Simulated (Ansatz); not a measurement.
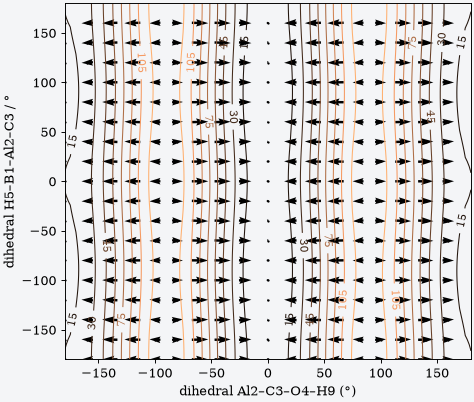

Energy landscape of CH₅AlBO, SMILES [BH2][AlH][CH+]O, charge +1. 
- First axis: dihedral Al2–C3–O4–H9. Second axis: dihedral H5–B1–Al2–C3.
- Nothing is relaxed (all other coordinates rigid).
- The scan uses an 18 × 18 grid; 126 points were computed and 198 follow by symmetry.
- Points are written as (first, second).
- All energies are given in kJ/mol relative to the relaxed molecule at the same level.
- Level of theory: RHF/def2-TZVP (Ansatz 0.2.0).

In the figure: contour lines labelled in kJ/mol, dots at the grid points, arrows along the force (downhill), their lengths compressed. Between grid points the surface is interpolated. 

### What does the map say about the system?

The lowest grid point is at (0°, −80°), 0.13 kJ/mol from the relaxed molecule at the same level; the map holds 2 wells of about this depth. There is a further well near (−180°, −80°) (11 kJ/mol above the lowest at that grid point). The highest grid point, (−80°, −180°), lies 127 kJ/mol above the lowest. On the interpolated surface the easiest way out of the lowest well to a well of about the same depth near (0°, 100°) passes a barrier of about 4.5 kJ/mol. Round the minimum the two coordinates are nearly uncoupled.

Grid values (kJ/mol):

```tsv
dihedral H5–B1–Al2–C3 ↓, dihedral Al2–C3–O4–H9 →	−160	−120	−80	−40	0	40	80	120	160
160	25	94	126	50	4	50	126	94	25
120	22	91	123	47	1	47	123	92	22
80	21	90	122	46	0	46	122	90	21
40	24	93	125	49	3	49	125	93	24
0	26	95	127	51	4	51	127	95	26
−40	24	93	125	49	3	49	125	93	24
−80	21	90	122	46	0	46	122	90	21
−120	22	92	123	47	1	47	123	91	22
−160	25	94	126	50	4	50	126	94	25
```

The table holds every second grid line.

Each point was launched as `ansatz run input.yaml --threads 1 --pin off --max-ram 2560MiB --backend cpu --events-out ev --progress --plain --runs-dir out`. Time for the 126 points that were run: 14 min on 1 thread of Arm Neoverse N1, with other jobs on the host.
